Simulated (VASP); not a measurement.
Band structure of CsSnBr$_{3}$ (space group Pm-3m). Computed with PBEsol GGA, VASP's PBE PAW potentials (set 64) (plane waves; VASP 6.6.1).

Unless said otherwise, spin-orbit coupling is left out, though it shifts the bands of the heavy elements here.

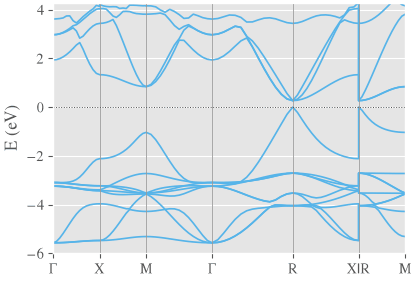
Bands along high-symmetry lines, zero at the valence-band maximum or, without a gap, the Fermi level

Question: Read the plot: is there a gap, and where are the band edges?

Answer: The gap is direct, 0.27 eV, from the valence maximum at R to the conduction minimum at R. (Edges off the drawn lines would not show.)

The structure comes from a computed database's CsSnBr3 entry (Pm-3m); how it stands against other phases isn't given here. It was relaxed first.
